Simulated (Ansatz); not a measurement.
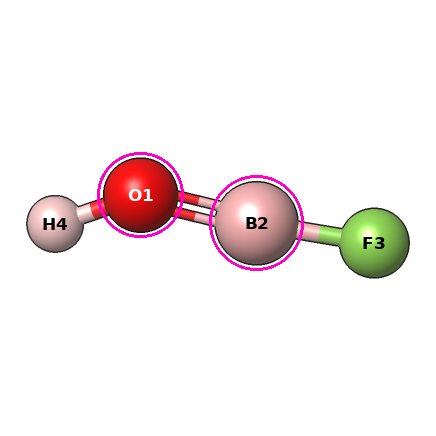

Atoms fade into the background with distance from the viewer. Circles mark the stereogenic atoms. Charge +1, singlet. The geometry was computed by an optimisation with PBE0-D4/def2-TZVP. No frequency run is at hand to confirm it as a minimum.

**Give the R/S and E/Z labels.**

O1=B2: E.

**Write the isomeric SMILES.**

[H]/[O+]=B/F
